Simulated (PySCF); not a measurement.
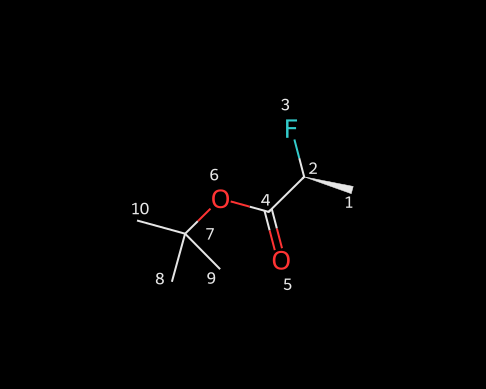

A structural formula, with wedges where it has stereocentres; small numbers name the atoms. The configuration is that of a computed structure (PBE0-D3(BJ)/def2-SVP).

Question: What are the Cahn–Ingold–Prelog descriptors?

Answer: C2: S.

Question: Write the isomeric SMILES.

Answer: C[C@H](F)C(=O)OC(C)(C)C
